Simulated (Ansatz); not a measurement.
## Electronic structure of CH8NPSSi (SMILES CN[SiH](P)S) in real space

Input

```
crystal:
  periodic: [false, false, false]
  atoms:
    - {symbol: C, position_ang: [-1.271497, 1.011079, 0.944826]}
    - {symbol: N, position_ang: [-0.967532, 0.593483, -0.408681]}
    - {symbol: Si, position_ang: [0.484070, -0.181815, -0.872150]}
    - {symbol: P, position_ang: [0.708080, -2.005810, 0.422392]}
    - {symbol: S, position_ang: [2.321390, 0.923420, -0.658869]}
    - {symbol: H, position_ang: [-0.878806, 2.005880, 1.188463]}
    - {symbol: H, position_ang: [-0.836515, 0.302490, 1.653932]}
    - {symbol: H, position_ang: [-2.351137, 1.016867, 1.116961]}
    - {symbol: H, position_ang: [-1.410822, 1.166683, -1.110686]}
    - {symbol: H, position_ang: [0.390608, -0.405362, -2.335510]}
    - {symbol: H, position_ang: [1.771514, -2.529257, -0.355953]}
    - {symbol: H, position_ang: [-0.300306, -2.745613, -0.250098]}
    - {symbol: H, position_ang: [2.361254, 0.813256, 0.680173]}
basis:
  gaussian: {orbitals: def2-TZVPP}
hamiltonian: {xc: pbe0, dispersion: d4}
output: {orbitals: {seedname: orbitals}}
```

Launched as:

```sh
ansatz run in.yaml --threads 4 --pin off --events-out ev --progress --plain --max-ram 10444MiB
```

Geometry: PBE0-D4/def2-TZVP.

Method: RKS PBE0-D4/def2-TZVPP in Ansatz.

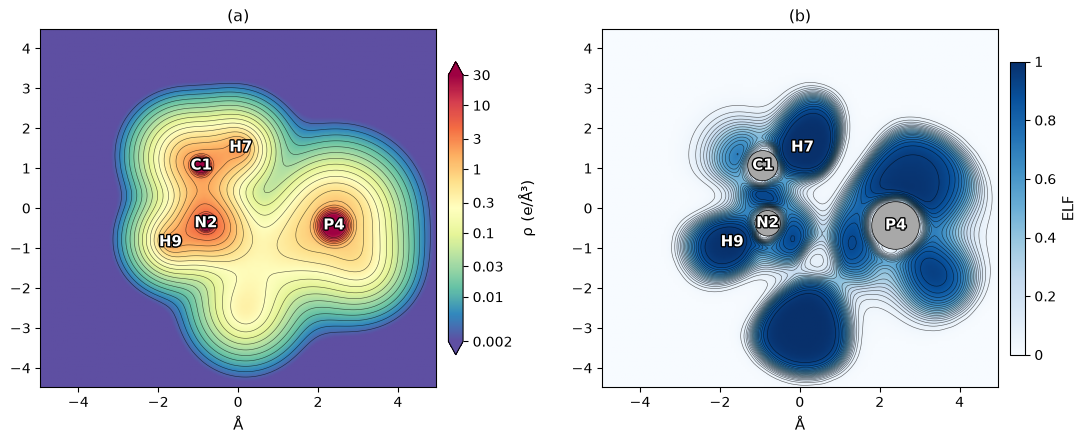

Figure 1. (a) electron density; (b) ELF on the plane of atoms N2, C1 and H7. Grey discs cover the atomic cores in the ELF map.

### What do the fields say about this system?

- Atoms in the plane: C, N, P and H.
- C–N (1.45 Å): ρ at the midpoint is about 1.9 e/Å³; the ELF peaks at about 0.90 between the atoms (a covalent bond).
- N–H (1.01 Å): the density is about 2.9 e/Å³ at the midpoint; the ELF climbs to about 1 towards the hydrogen, as it does in any bond to H (an ordinary covalent bond to hydrogen).
- C–H (1.09 Å): ρ is about 2 e/Å³ halfway; the ELF climbs to about 1 towards the hydrogen: a covalent bond by its length.
- The ELF also peaks beside P4, away from the bonds: lone-pair regions.

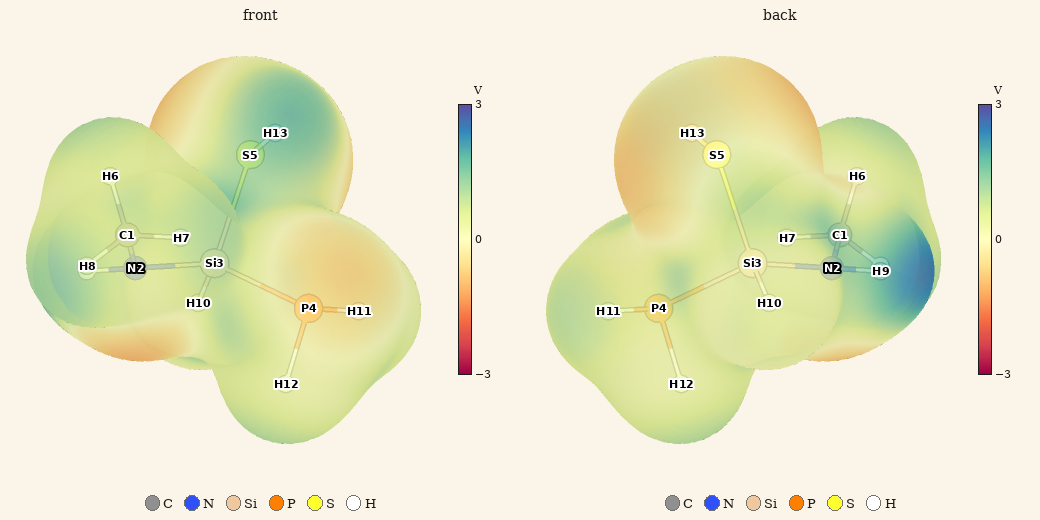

Figure 2. The molecular electrostatic potential painted on the density surface at 0.004 e/bohr³, seen from the front and from behind; red is negative and blue positive.

### Describe the electrostatic potential map.

The most negative region (about −1.0 V) lies over N2, the most positive (about +2.5 V) over H9.

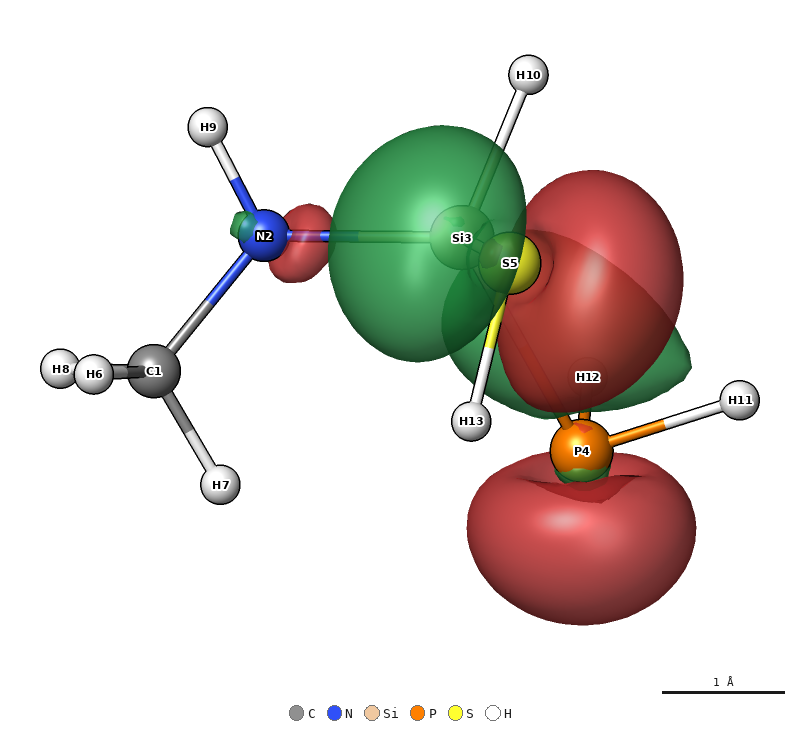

Figure 3. The HOMO−1 at ±0.15 Å⁻³ᐟ² (green and red are the two phases), seen from one side.

### Where does this orbital lie, and at what energy?

Its weight (Hirshfeld) is mainly on S5 (about 45 %), P4 (about 30 %) and Si3 (about 10 %); largely a combination of lone pairs on S5 and P4. Its energy is −7.23 eV.

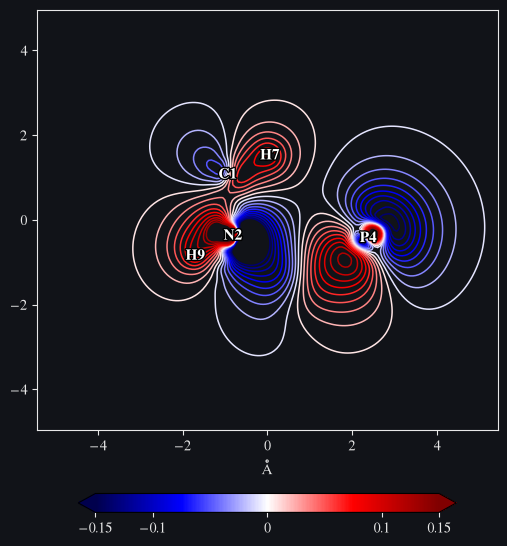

Figure 4. The HOMO on the plane of atoms N2, C1 and H7 (values in Å⁻³ᐟ²; the overall sign is arbitrary).

### Describe this orbital and give its energy.

Its weight (Hirshfeld) is mainly on N2 (about 45 %), S5 (about 20 %), Si3 (about 10 %) and C1 (about 10 %). Its energy is −6.95 eV.
